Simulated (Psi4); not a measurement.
# AlPH6 (Al(PH3)H3) at TPSSh/aug-cc-pVDZ

Aim: the vertical singlet–triplet gap of AlPH6 (Al(PH3)H3) at TPSSh/aug-cc-pVDZ, from 2 runs. 

The calculation is run with Psi4 1.11.

2 further runs of the same task are left out: 2 set aside as unsound or not needed.

## (1) The structure to begin with

AlPH6: 8 atoms, total charge 0, spin state singlet. As SMILES, `[H][Al]([H])([H])<-[PH3]`. Geometry: a GFN2-xTB relaxation, a rough one for these elements and not checked as a minimum.

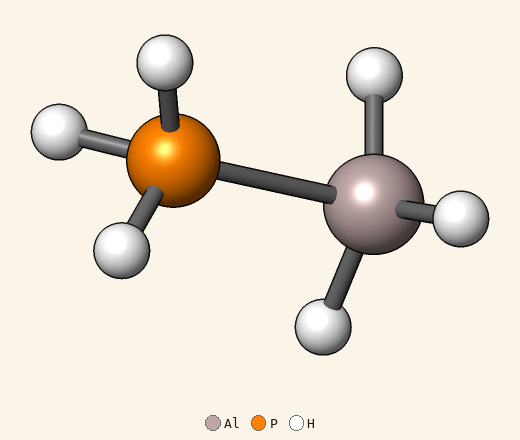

Viewed from a chosen angle; aluminium light grey, phosphorus orange, hydrogen white.

## (2) Energy and gradient at TPSSh/aug-cc-pVDZ

input.json reads:

```json
{
 "schema_name": "qcschema_input",
 "schema_version": 1,
 "molecule": {
  "schema_name": "qcschema_molecule",
  "schema_version": 2,
  "symbols": ["Al", "P", "H", "H", "H", "H", "H", "H"],
  "geometry": [-0.00891951, 0.02004999, -2.78124222, -0.00801244, -0.00230547, 1.9630475, 1.26798733, 1.80013421, 3.35830789, 0.96296664, -2.02389668, 3.30267435, -2.1962397, 0.15146155, 3.38170269, 2.94230358, -0.01944528, -3.06969001, -1.44862625, 2.59126805, -3.0684239, -1.51145965, -2.51726638, -3.0863763],
  "molecular_charge": 0,
  "molecular_multiplicity": 1,
  "fix_symmetry": "c1",
  "fix_com": true,
  "fix_orientation": true
 },
 "driver": "gradient",
 "model": {
  "method": "tpssh",
  "basis": "aug-cc-pVDZ"
 },
 "keywords": {
  "puream": true,
  "e_convergence": 1e-09,
  "d_convergence": 1e-08,
  "scf_type": "pk",
  "dft_radial_points": 99,
  "dft_spherical_points": 590,
  "scf_properties": ["MAYER_INDICES", "DIPOLE", "MULLIKEN_CHARGES"]
 }
}
```

Started as:

```sh
psi4 --qcschema input.json -n 1 --memory 1600MB
```

stdout, cut to the lines that bear on the results:

```text
[...]
  Running in c1 symmetry.
[...]
  Nuclear repulsion =   87.776779275103991
[...]
  Multiplicity = 1
[...]
  Nalpha       = 17
  Nbeta        = 17
[...]
    Number of basis functions: 108
[...]
   @RKS iter   1:  -587.32651306860021   -3.89614e-01   2.66321e-03 DIIS/ADIIS
[...]
   @RKS iter  10:  -587.39871512303557   -1.13687e-12   1.60728e-09 DIIS
[...]
    Orbital Energies [Eh]
    ---------------------
    Doubly Occupied:
       1A    -76.998176     2A    -55.885995     3A     -6.542309
       4A     -4.692133     5A     -4.692132     6A     -4.688209
       7A     -4.043017     8A     -2.590939     9A     -2.583976
      10A     -2.583953    11A     -0.686501    12A     -0.423446
      13A     -0.423336    14A     -0.414516    15A     -0.308597
      16A     -0.271212    17A     -0.271069
[...]
  @RKS Final Energy:  -587.39871512303557
   => Energetics <=
    Nuclear Repulsion Energy =             87.7767792751039906
    One-Electron Energy =                -986.9654389752125780
    Two-Electron Energy =                 351.6807251129870906
    DFT Exchange-Correlation Energy =     -39.8907805359141321
    Empirical Dispersion Energy =           0.0000000000000000
    VV10 Nonlocal Energy =                  0.0000000000000000
    Total Energy =                       -587.3987151230356858
[...]
 Multipole Moments:
 ------------------------------------------------------------------------------------
     Multipole            Electronic (a.u.)      Nuclear  (a.u.)        Total (a.u.)
 ------------------------------------------------------------------------------------
 L = 1.  Multiply by 2.5417464519 to convert [e a0] to [Debye]
 Dipole X            :          0.2195710           -0.2192083            0.0003627
 Dipole Y            :         -0.2143340            0.2083233           -0.0060107
 Dipole Z            :          7.3830650           -5.8922416            1.4908234
 Magnitude           :                                                    1.4908356
[...]
  Mulliken Charges: (a.u.)
   Center  Symbol    Alpha    Beta     Spin     Total
       1    AL     6.42992  6.42992  0.00000  0.14016
       2     P     7.96089  7.96089  0.00000 -0.92178
       3     H     0.33487  0.33487  0.00000  0.33026
       4     H     0.33538  0.33538  0.00000  0.32924
       5     H     0.33428  0.33428  0.00000  0.33145
       6     H     0.53505  0.53505  0.00000 -0.07009
       7     H     0.53464  0.53464  0.00000 -0.06929
       8     H     0.53497  0.53497  0.00000 -0.06995
   Total alpha = 17.00000, Total beta = 17.00000, Total charge =  0.00000
[...]
  -Total Gradient:
     Atom            X                  Y                   Z
    ------   -----------------  -----------------  -----------------
       1       -0.000106318583     0.000269123460    -0.000143454717
       2       -0.000145327218     0.000120624569     0.009137136610
       3       -0.010912255148    -0.015795961988    -0.005007424073
       4       -0.008339023599     0.017295300305    -0.004696992192
       5        0.019143352044    -0.001392598909    -0.005035163722
       6       -0.008475880174     0.000117460146     0.001757686548
       7        0.004384542594    -0.007938325999     0.002078347569
       8        0.004451574732     0.007325650883     0.001913659209
[...]
```

The result, in JSON:

```text
{
 "driver": "gradient",
 "model": {
  "method": "tpssh",
  "basis": "aug-cc-pVDZ"
 },
 "success": true,
 "return_result": [-0.00010631858280782582, 0.00026912346002599464, -0.0001434547170039175, -0.0001453272183727398, 0.00012062456931416412, 0.009137136609560559, -0.010912255148221917, -0.015795961987900703, -0.005007424073498509, -0.008339023599260864, 0.01729530030528323, -0.004696992191590546, 0.01914335204410958, -0.001392598908979116, -0.00503516372181749, -0.008475880174005579, 0.00011746014609743602, 0.001757686547702626, 0.004384542593847671, -0.007938325999475443, 0.0020783475686458382, 0.004451574732190974, 0.007325650882985951, 0.0019136592094338989],
 "properties": {
  "calcinfo_nbasis": 108,
  "calcinfo_nmo": 108,
  "calcinfo_nalpha": 17,
  "calcinfo_nbeta": 17,
  "calcinfo_natom": 8,
  "nuclear_repulsion_energy": 87.77677927510399,
  "return_energy": -587.3987151230356,
  "return_gradient": [-0.00010631858280782582, 0.00026912346002599464, -0.0001434547170039175, -0.0001453272183727398, 0.00012062456931416412, 0.009137136609560559, -0.010912255148221917, -0.015795961987900703, -0.005007424073498509, -0.008339023599260864, 0.01729530030528323, -0.004696992191590546, 0.01914335204410958, -0.001392598908979116, -0.00503516372181749, -0.008475880174005579, 0.00011746014609743602, 0.001757686547702626, 0.004384542593847671, -0.007938325999475443, 0.0020783475686458382, 0.004451574732190974, 0.007325650882985951, 0.0019136592094338989],
  "scf_one_electron_energy": -986.9654389752126,
  "scf_two_electron_energy": 351.6807251129871,
  "scf_xc_energy": -39.89078053591413,
  "scf_dipole_moment": [0.000362679747137884, -0.006010697013505428, 1.4908234058493273],
  "scf_total_energy": -587.3987151230356,
  "scf_total_gradient": [-0.00010631858280782582, 0.00026912346002599464, -0.0001434547170039175, -0.0001453272183727398, 0.00012062456931416412, 0.009137136609560559, -0.010912255148221917, -0.015795961987900703, -0.005007424073498509, -0.008339023599260864, 0.01729530030528323, -0.004696992191590546, 0.01914335204410958, -0.001392598908979116, -0.00503516372181749, -0.008475880174005579, 0.00011746014609743602, 0.001757686547702626, 0.004384542593847671, -0.007938325999475443, 0.0020783475686458382, 0.004451574732190974, 0.007325650882985951, 0.0019136592094338989],
  "scf_iterations": 10
 }
}
```

It took 50 s on 1 thread of AMD EPYC 9R45 (Zen 5), shared host; peak memory 0.69 GiB.

## (3) The triplet: a single-point energy at UTPSSh/aug-cc-pVDZ

run.py reads:

```python
import numpy as np
from ase.calculators.psi4 import Psi4
from ase import Atoms

atoms = Atoms(['Al', 'P', 'H', 'H', 'H', 'H', 'H', 'H'], positions=[
    [-0.004720, 0.010610, -1.471770],
    [-0.004240, -0.001220, 1.038800],
    [0.670990, 0.952590, 1.777140],
    [0.509580, -1.071000, 1.747700],
    [-1.162200, 0.080150, 1.789520],
    [1.557000, -0.010290, -1.624410],
    [-0.766580, 1.371240, -1.623740],
    [-0.799830, -1.332080, -1.633240],
])
calc = Psi4(atoms=atoms, method='tpssh', basis='aug-cc-pVDZ', memory='1600MB', num_threads=1, charge=0, multiplicity=3, label='alh6p', reference='uks')
calc.psi4.set_options({'puream': True, 'e_convergence': 1e-09, 'd_convergence': 1e-08, 'scf_type': 'pk', 'dft_radial_points': 99, 'dft_spherical_points': 590, 'maxiter': 200})
atoms.calc = calc

print(f'energy: {atoms.get_potential_energy():.6f} eV')
```

Started as:

```sh
python run.py
```

alh6p.dat, cut to the lines that bear on the results:

```text
[...]
  Running in c1 symmetry.
[...]
  Nuclear repulsion =   87.776779275594706
[...]
  Multiplicity = 3
[...]
  Nalpha       = 18
  Nbeta        = 16
[...]
    Number of basis functions: 108
[...]
   @UKS iter   1:  -587.08008564615398   -1.43187e-01   2.82006e-03 DIIS/ADIIS
[...]
   @UKS iter  24:  -587.17038551497888   -7.16227e-12   8.20595e-09 DIIS
[...]
   @S^2 Observed:                2.008963884E+00
[...]
    Orbital Energies [Eh]
    ---------------------
    Alpha Occupied:
       1A    -76.991977     2A    -55.943113     3A     -6.538486
       4A     -4.687875     5A     -4.687744     6A     -4.684575
       7A     -4.098171     8A     -2.645736     9A     -2.641923
      10A     -2.638237    11A     -0.689639    12A     -0.493117
      13A     -0.426393    14A     -0.425837    15A     -0.389177
      16A     -0.335792    17A     -0.329551    18A     -0.074682
    Alpha Virtual:
      19A     -0.038589    20A     -0.029186    21A     -0.023841
      22A     -0.009001    23A     -0.004260    24A     -0.002540
      25A      0.015776    26A      0.018077    27A      0.018149
[...]
  @UKS Final Energy:  -587.17038551497888
   => Energetics <=
    Nuclear Repulsion Energy =             87.7767792755947056
    One-Electron Energy =                -985.9262111529242247
    Two-Electron Energy =                 350.7762452122291847
    DFT Exchange-Correlation Energy =     -39.7971988498784555
    Empirical Dispersion Energy =           0.0000000000000000
    VV10 Nonlocal Energy =                  0.0000000000000000
    Total Energy =                       -587.1703855149787614
[...]
 Multipole Moments:
 ------------------------------------------------------------------------------------
     Multipole            Electronic (a.u.)      Nuclear  (a.u.)        Total (a.u.)
 ------------------------------------------------------------------------------------
 L = 1.  Multiply by 2.5417464519 to convert [e a0] to [Debye]
 Dipole X            :          0.2816768            0.0314123            0.3130892
 Dipole Y            :          0.0241938           -0.0316271           -0.0074333
 Dipole Z            :         -0.0111323            1.2340304            1.2228981
 Magnitude           :                                                    1.2623628
[...]
```

On the terminal:

```text
energy: -15977.720022 eV
```

It took 2.6 min on 1 thread of AMD EPYC 9R45 (Zen 5), shared host; peak memory 0.73 GiB.

## (4) What came out

Level: TPSSh/aug-cc-pVDZ.

| quantity | value |
| --- | --- |
| singlet: total energy | -587.39872 Eh |
| singlet: dipole moment | 3.79 D |
| singlet: HOMO energy | -7.38 eV |
| singlet: LUMO energy | -0.76 eV |
| singlet: HOMO–LUMO gap | 6.61 eV |
| singlet: largest force on an atom | 1.020 eV/Å |
| triplet: total energy | -587.17039 Eh |
| triplet: dipole moment | 3.21 D |
| triplet: HOMO energy (highest over α and β) | -2.03 eV |
| triplet: ⟨S²⟩ | 2.009 |
| vertical energy of the triplet above the singlet | 6.213 eV |

At this shape the triplet lies 6.21 eV (599 kJ/mol) above the singlet. The largest force (singlet) is 1.02 eV/Å: the shape isn't a stationary point for this species at this level.
